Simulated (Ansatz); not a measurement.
# How many bands does the GW gap of La2O3 (P-3m1) need?, part 2 of 2

How do accuracy and time trade against each other in G0W0 on La2O3 (P-3m1)?

Ansatz 0.2.0; G0W0 on PBE, plane waves, PAW. Known limits of the many-body steps: not at the basis limit; f levels unsure; no spin-orbit coupling; coarse k mesh.

So far. Step 4 (525 empty bands, screening to 200 eV): Against the run with 6×6×4 mesh, 244 empty bands, screening to 120 eV, the gap moves by +0.11 eV.

### Step 5. Changing the k mesh: 6×6×2 mesh, 244 empty bands, screening to 120 eV

Only the mesh changes. It samples the long-range screening, which converges on its own terms. Bands and cutoff differ from the step before, so it is read against an earlier run that matches them.

input.yaml

```yaml
crystal:
  lattice:
    - [3.930777878, 0.0, 0.0]
    - [-1.965388939, 3.404153499, 0.0]
    - [0.0, 0.0, 6.11195352]
  atoms:
    - { symbol: La, position: [0.66666667, 0.33333333, 0.75376432] }
    - { symbol: La, position: [0.33333333, 0.66666667, 0.24623568] }
    - { symbol: O, position: [0.66666667, 0.33333333, 0.35410935] }
    - { symbol: O, position: [0.33333333, 0.66666667, 0.64589065] }
    - { symbol: O, position: [0.0, 0.0, 0.0] }
kpoints:
  mp_grid: { grid: [6, 6, 2] }
hamiltonian:
  xc: pbe
scf:
  occupations: { method: fixed }
gw:
  n_empty_bands: 244
  ecut_chi: 120
  qp_bands: [v2, c2]
  qp_kpoints: band_edges
  screening: { model: contour_deformation }
```

Started as:

```console
$ ansatz run input.yaml --threads 3 --pin off --max-ram 64512MiB --backend cuda --events-out ev --progress --plain --runs-dir out --devices 1 --max-vram 24GiB  # rebuilt from the run's record
```

Numbers of over 12 decimals in the logs are rounded to 6 here.

The log of the run:

```text
GPUs: using 1 of 1 available (devices: 1).
[...]
GPU FFT provider: cuFFT
GPU libraries: cuBLAS 13.8.2, cuFFT 12.4.0, cuSOLVER 12.3.4
Crystal: 5 atoms, lattice volume = 81.784 Å³
Basis set: ecut = 420 eV, 1641 PW (Γ)
Bands: 25, of which v1, the nominal top of the filled ones, is band 20 counted from 1 (19 counted from 0)
Symmetry: 12 space group operations
[...]
k-points: 14 of 72
[...]
12    22     14.4160   -14.6405    -7.2672   -24.6284  0.7583    17.3171    17.1367  root ?
    13    19      9.4324   -24.8869     4.3530   -20.0413  0.7407     8.9362     8.9398  root
    13    20      9.4852   -25.5211     4.2585   -20.8070  0.7515     9.0270     9.0297  root
    13    21     13.9477   -11.6842    -5.4902   -18.9873  0.7881    15.8101    15.7607  root
    13    22     14.5206   -13.6865    -6.9299   -23.0973  0.7633    17.1432    17.0015  root ?
[key lines of the parts left out:]
SCF converged after 7 iterations
Free energy (F): -14212.057189 eV
Fermi energy:    9.711240 eV
```

The job ended after 13 s (1 × NVIDIA H100 80GB HBM3 (shared by 3 runs) with 3 threads of AMD EPYC 7R13 (Zen 3), shared host; peak memory 1.3 GiB; 17 s of CPU time).

This step gave:

* bands summed: 264
* RPA ε∞ on this mesh (eigenvalues): 4.536, 4.612, 4.612
* plane waves in the screening matrix: 251
* G0W0 gap on the mesh: 5.371 eV
* k of the valence top: 0, -0.5, -0.5
* k of the conduction bottom: 0.3333, 0.3333, 0
* starting gap on the mesh: 3.843 eV
* least direct G0W0 gap on the computed points: 5.478 eV

Against the run with 6×6×4 mesh, 244 empty bands, screening to 120 eV, the gap moves by −0.002 eV.

### Step 6. Changing the frequency model: 6×6×4 mesh, 244 empty bands, screening to 120 eV, plasmon pole

A plasmon pole stands in for the full frequency dependence of the screening; this run shows what that costs in accuracy.

input.yaml, as its differences from that of step 5:

```diff
@@ -12,3 +12,3 @@
 kpoints:
-  mp_grid: { grid: [6, 6, 2] }
+  mp_grid: { grid: [6, 6, 4] }
 hamiltonian:
@@ -22,2 +22,2 @@
   qp_kpoints: band_edges
-  screening: { model: contour_deformation }
+  screening: { model: godby_needs }
```

The log of the run:

```text
GPUs: using 1 of 1 available (devices: 1).
[...]
GPU FFT provider: cuFFT
GPU libraries: cuBLAS 13.8.2, cuFFT 12.4.0, cuSOLVER 12.3.4
Crystal: 5 atoms, lattice volume = 81.784 Å³
Basis set: ecut = 420 eV, 1641 PW (Γ)
Bands: 25, of which v1, the nominal top of the filled ones, is band 20 counted from 1 (19 counted from 0)
Symmetry: 12 space group operations
[...]
k-points: 24 of 144
[...]
10    22     14.5672   -17.2361    -8.0737   -29.1504  0.7905    18.5161    18.4078  root ?
[...]
23    19      9.4341   -24.8787     4.3847   -20.0395  0.7697     8.9785     8.9796  root
    23    20      9.4832   -25.5236     4.3149   -20.8077  0.7767     9.0812     9.0822  root
    23    21     13.9466   -11.6796    -5.4113   -18.9873  0.8152    15.8628    15.8429  root
    23    22     14.5203   -13.6901    -6.6961   -23.1029  0.8037    17.2791    17.2370  root
[key lines of the parts left out:]
SCF converged after 7 iterations
Free energy (F): -14212.060295 eV
Fermi energy:    9.712589 eV
```

Wall time 63 s (1 × NVIDIA H100 80GB HBM3 (shared by 3 runs) with 3 threads); peak memory 2.1 GiB; 2.2 min of CPU time.

Numbers from this step:

```
bands summed                                 : 264
plasmon-pole fit frequency                   : 25.97 eV
RPA ε∞ on this mesh (eigenvalues)            : 4.511, 4.608, 4.608
plane waves in the screening matrix          : 251
G0W0 gap on the mesh                         : 5.341 eV
k of the valence top                         : 0, -0.5, -0.5
k of the conduction bottom                   : 0.3333, 0.3333, 0
starting gap on the mesh                     : 3.841 eV
least direct G0W0 gap on the computed points : 5.445 eV
```

Against the run with 6×6×4 mesh, 244 empty bands, screening to 120 eV, the gap moves by −0.03 eV.

### Step 7. Changing the files: 6×6×4 mesh, 244 empty bands, screening to 120 eV, hard PAW files

Other atomic data (hard PAW) test the pseudisation: the cutoff goes from 420 to 930 eV, with the same valence electrons.

input.yaml, as its differences from that of step 6:

```diff
@@ -15,2 +15,3 @@
   xc: pbe
+  pseudopotentials: { kind: paw, source: ansatz }
 scf:
@@ -22,2 +23,2 @@
   qp_kpoints: band_edges
-  screening: { model: godby_needs }
+  screening: { model: contour_deformation }
```

The log of the run:

```text
GPUs: using 1 of 1 available (devices: 1).
[...]
GPU FFT provider: cuFFT
GPU libraries: cuBLAS 13.8.2, cuFFT 12.4.0, cuSOLVER 12.3.4
Crystal: 5 atoms, lattice volume = 81.784 Å³
Basis set: ecut = 930 eV, 5203 PW (Γ)
Bands: 25, of which v1, the nominal top of the filled ones, is band 20 counted from 1 (19 counted from 0)
Symmetry: 12 space group operations
[...]
k-points: 24 of 144
[...]
22    22     14.6081   -16.1743    -7.9400   -27.1377  0.7477    17.8878    17.6314  root ?
    23    19      9.5113   -24.8771     4.3378   -20.0368  0.7411     9.0051     9.0088  root
    23    20      9.5596   -25.5208     4.2513   -20.8028  0.7515     9.0900     9.0929  root
    23    21     14.0281   -11.5821    -5.4810   -18.8263  0.7886    15.8375    15.7915  root
    23    22     14.6074   -13.5249    -6.9033   -22.8447  0.7643    17.1545    17.0238  root ?
[key lines of the parts left out:]
SCF converged after 10 iterations
Free energy (F): -14269.961880 eV
Fermi energy:    9.789316 eV
```

Wall time 62 s (1 × NVIDIA H100 80GB HBM3 (shared by 3 runs) with 3 threads); peak memory 1.9 GiB; 81 s of CPU time.

Numbers from this step:

* bands summed: 264
* RPA ε∞ on this mesh (eigenvalues): 4.509, 4.605, 4.605
* plane waves in the screening matrix: 251
* G0W0 gap on the mesh: 5.350 eV
* k of the valence top: 0, -0.5, -0.5
* k of the conduction bottom: 0.3333, 0.3333, 0
* starting gap on the mesh: 3.843 eV
* least direct G0W0 gap on the computed points: 5.463 eV

Against the run with 6×6×4 mesh, 244 empty bands, screening to 120 eV, the gap moves by −0.02 eV.

### Step 8. Convergence and cost

Times are wall times on 1 × NVIDIA H100 80GB HBM3 (shared by 3 runs) with 3 threads of AMD EPYC 7R13 (Zen 3), shared host, good to a factor of about two.

```tsv
mesh	files	frequency	bands summed	cutoff (eV)	start (eV)	G0W0 (eV)	time	host memory (GiB)
6×6×4	default PAW	contour deformation	106	60	3.841	5.389	19 s	1.2
6×6×4	default PAW	contour deformation	264	120	3.841	5.373	31 s	1.5
6×6×4	default PAW	contour deformation	545	200	3.841	5.479	44 s	2.4
6×6×2	default PAW	contour deformation	264	120	3.843	5.371	13 s	1.3
6×6×4	default PAW	plasmon pole	264	120	3.841	5.341	63 s	2.1
6×6×4	hard PAW	contour deformation	264	120	3.843	5.350	62 s	1.9
```

The parts of the quasiparticle energy at the two band edges (eV; QP = start + Σx + Σc − Vxc):

```tsv
run	edge	start	Σx	Σc	Vxc	Z	QP
106 bands	valence top	9.71	-25.14	4.64	-20.35	0.75	9.56
106 bands	conduction bottom	13.57	-9.21	-4.24	-14.84	0.81	14.95
264 bands	valence top	9.71	-25.14	4.32	-20.35	0.74	9.24
264 bands	conduction bottom	13.57	-9.21	-4.58	-14.84	0.81	14.62
545 bands	valence top	9.71	-25.14	4.08	-20.35	0.74	9.01
545 bands	conduction bottom	13.57	-9.21	-4.71	-14.84	0.81	14.49
```

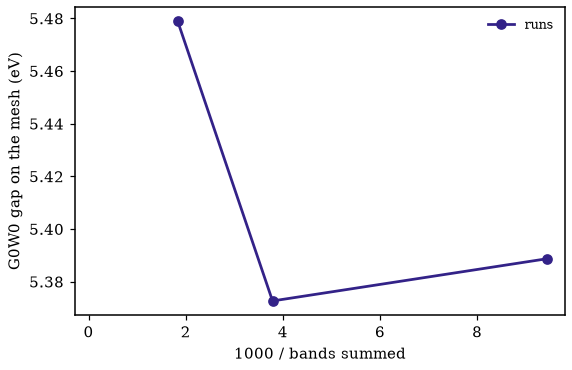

The gap against one over the number of bands.

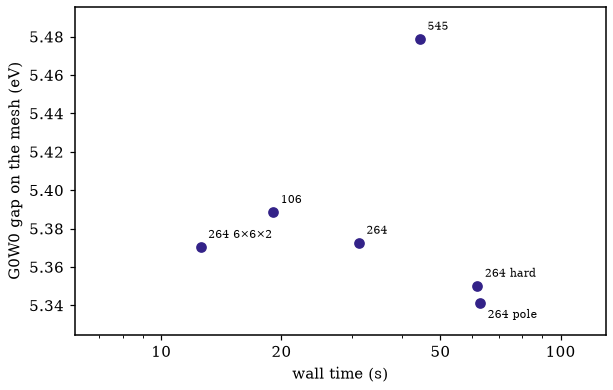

Result against wall time.

### Step 9. Summary of results

```yaml
106_bands_60_ev: 5.389 eV
264_bands_120_ev: 5.373 eV
545_bands_200_ev: 5.479 eV
mesh_and_start: 6×6×4, PBE
```

In words: From 106 to 545 bands the gap moves by +0.09 eV while the time grows 2.3-fold. Σc changes by −0.55 eV at the valence top and −0.46 eV at the conduction bottom, so the levels themselves move more than the gap between them. The gap turns back along the series, so no limit is drawn from it. On the 6×6×2 mesh in place of 6×6×4 the gap differs by −0.002 eV, of which +0.002 eV is already in the start. The plasmon-pole model gives −0.03 eV against contour deformation, 2 % of the correction, and saved no time in this program. Hard PAW files move the gap by −0.02 eV at equal bands and cutoff, +0.002 eV of it in the start. Empty 4f levels lie among the conduction bands. Their place in the start is unsure; it enters the screening, and the edge itself where they lie low. The many-body steps are scalar-relativistic: spin-orbit coupling is not in them.

[Paths, hosts, dates, memory and timing lines, banners, echoed tables and standing remarks are left out of the program output.]

[Logs are printed without paths, hosts, clocks, repeated set-up lines and the standing remarks that a program may print on its own settings, such as how far it seeks lower states.]

[Runs of the session that timed out or met a known fault of the program may be left out.]

[Cells called generated may have been cut or substituted from an entry of the Crystallography Open Database or the Materials Project.]

[Hosts, paths, dates, database ids (printed as entryN), source tags and the programs' standing remarks are cut or masked in the printed files.]
